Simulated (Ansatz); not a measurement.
## What a change does: single-point calculation on Si₂NH₆Br

System: Si₂NH₆Br, SMILES [SiH3]N[SiH2]Br.
Method of run 1: RKS wB97M-V/def2-SVP (Ansatz 0.2.0).

The geometry comes from this level: PBE0-D4/def2-TZVP. Text and figures count atoms from 1; the logs count them from 0 in places.

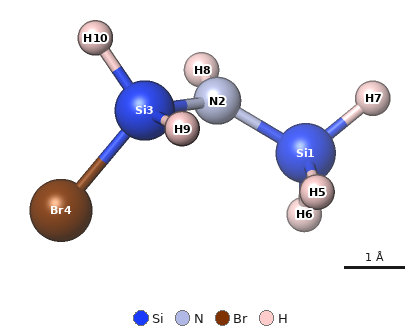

**Figure 1.** The structure as given in the input (ball-and-stick view, seen at a tilt; atoms are numbered from 1 in the order of the input).

**Input, run 1**
```yaml
crystal:
  periodic: [false, false, false]
  atoms:
    - {symbol: Si, position_ang: [-0.565706, 1.362390, 0.546143]}
    - {symbol: N, position_ang: [0.210425, -0.187014, 0.626384]}
    - {symbol: Si, position_ang: [0.688592, -1.171633, -0.685144]}
    - {symbol: Br, position_ang: [-0.974321, -2.416415, -1.510143]}
    - {symbol: H, position_ang: [-0.407217, 1.842148, -0.848293]}
    - {symbol: H, position_ang: [-2.011510, 1.288564, 0.884922]}
    - {symbol: H, position_ang: [0.078545, 2.310546, 1.492057]}
    - {symbol: H, position_ang: [0.199387, -0.643818, 1.528467]}
    - {symbol: H, position_ang: [1.141233, -0.307048, -1.794291]}
    - {symbol: H, position_ang: [1.723672, -2.128919, -0.237304]}
basis:
  gaussian: {orbitals: def2-SVP}
hamiltonian: {xc: {name: wB97M-V}}
output: {orbitals: {seedname: orbitals}}
```

Hardware: 4 threads of Intel Xeon, 15 GiB of memory available, shared host.

**Output (run 1)**
```
Functional definition: wB97M-V
  parameter omega = 0.3/bohr
  parameter cx = 0.15
  parameter cx01 = 1.007
  parameter cx10 = 0.259
  parameter css00 = 0.443
  parameter css04 = -1.437
  parameter css10 = -4.535
  parameter css20 = -3.390
  parameter css43 = 4.278
  parameter cos00 = 1.000
  parameter cos10 = 1.358
  parameter cos20 = 2.924
  parameter cos21 = -8.812
  parameter cos60 = -1.390
  parameter cos61 = 9.142
  parameter b = 6.0
  parameter c = 0.01
  gx(w, u) = 1 - cx + cx01*u + cx10*w
  gss(w, u) = css00 + css04*u^4 + css10*w + css20*w^2 + css43*w^4*u^3
  gos(w, u) = cos00 + cos10*w + (cos20 + cos21*u)*w^2 + (cos60 + cos61*u)*w^6
  exchange = spin_sum(e_x_unif_sr(omega)*gx(b97_w, b97_u_x)) + cx*exact_x_sr(omega) + exact_x_lr(omega)
  correlation = spin_sum(e_c_pw_mod_same_spin*gss(b97_w, b97_u_same))
      + integral(e_c_pw_mod_opposite_spin*gos(b97_w_opposite, b97_u_opposite)) + vv10(b, c)
1085 factors; integrals over basis functions are off by at most 1.1e-3 eV
341 factors; integrals over basis functions are off by at most 5.3e-6 eV
mean field evaluation 1: about -87367.7676 eV, gradient 4.1e1 eV
mean field evaluation 2: about -87367.6215 eV, gradient 4.1e1 eV
mean field evaluation 4: about -87371.1001 eV, gradient 1.0e0 eV
mean field evaluation 8: about -87371.1288 eV, gradient 1.4e-2 eV
mean field -87371.12879294 eV, -3210.8297608623 hartree, gradient 4.0e-5 eV, S^2 0.000000; 0 other end points of the search recorded, 0 dependent functions left out
reference -87371.12883759 eV, -3210.8297625033 hartree; 38, 38 occupied and 74, 74 virtual orbitals, 1085 factors
Total energy: -87371.12883759 eV, -3210.8297625033 hartree
```

For run 2 the input was changed thus:
```diff
-  gaussian: {orbitals: def2-SVP}
+  gaussian: {orbitals: "def2-QZVPP.json"}
```

How does run 2 compare with run 1?

The total energy of run 2 is 417.9 kcal/mol lower, which measures the change of basis and not a stability. The HOMO goes from −10.04 to −10.21 eV. The LUMO goes from 2.18 to 1.11 eV. The basis functions go from 112 to 466. On the same kind of shared host run 2 took about 4.8 times as long.

**Output (run 2)**
```
Functional definition: wB97M-V
  parameter omega = 0.3/bohr
  parameter cx = 0.15
  parameter cx01 = 1.007
  parameter cx10 = 0.259
  parameter css00 = 0.443
  parameter css04 = -1.437
  parameter css10 = -4.535
  parameter css20 = -3.390
  parameter css43 = 4.278
  parameter cos00 = 1.000
  parameter cos10 = 1.358
  parameter cos20 = 2.924
  parameter cos21 = -8.812
  parameter cos60 = -1.390
  parameter cos61 = 9.142
  parameter b = 6.0
  parameter c = 0.01
  gx(w, u) = 1 - cx + cx01*u + cx10*w
  gss(w, u) = css00 + css04*u^4 + css10*w + css20*w^2 + css43*w^4*u^3
  gos(w, u) = cos00 + cos10*w + (cos20 + cos21*u)*w^2 + (cos60 + cos61*u)*w^6
  exchange = spin_sum(e_x_unif_sr(omega)*gx(b97_w, b97_u_x)) + cx*exact_x_sr(omega) + exact_x_lr(omega)
  correlation = spin_sum(e_c_pw_mod_same_spin*gss(b97_w, b97_u_same))
      + integral(e_c_pw_mod_opposite_spin*gos(b97_w_opposite, b97_u_opposite)) + vv10(b, c)
1793 factors; their error is unknown
379 factors; integrals over basis functions are off by at most 2.1e-5 eV
mean field evaluation 1: about -87384.2809 eV, gradient 5.2e1 eV
mean field evaluation 2: about -87383.3960 eV, gradient 5.4e1 eV
mean field evaluation 4: about -87389.1335 eV, gradient 1.3e0 eV
mean field evaluation 8: about -87389.2492 eV, gradient 2.3e-2 eV
mean field evaluation 16: about -87389.2492 eV, gradient 1.1e-5 eV
mean field -87389.24921100 eV, -3211.4956739438 hartree, gradient 1.1e-5 eV, S^2 0.000000; 0 other end points of the search recorded, 0 dependent functions left out
reference -87389.24927893 eV, -3211.4956764401 hartree; 38, 38 occupied and 428, 428 virtual orbitals, 1793 factors
Total energy: -87389.24927893 eV, -3211.4956764401 hartree
```

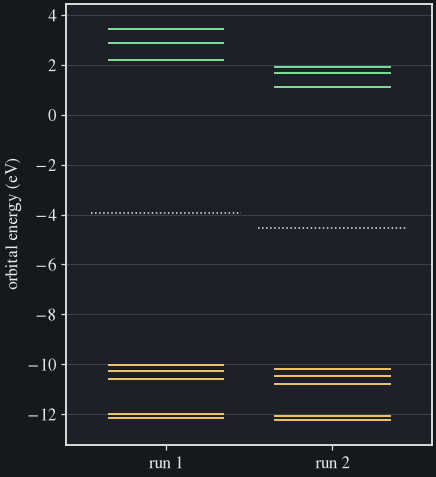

**Figure 2.** The five highest filled and three lowest empty orbital energies of the two runs; the dotted lines part filled from empty levels. The HOMO–LUMO gap is 12.22 eV in run 1 and 11.31 eV in run 2.

**The two runs side by side**

| quantity | run 1 | run 2 |
| --- | --- | --- |
| outcome | converged | converged |
| total energy (hartree) | −3210.829763 | −3211.495676 |
| HOMO (eV) | −10.04 | −10.21 |
| LUMO (eV) | 2.18 | 1.11 |
| basis functions | 112 | 466 |
| wall time (shared host) | 3.1 s | 15 s |
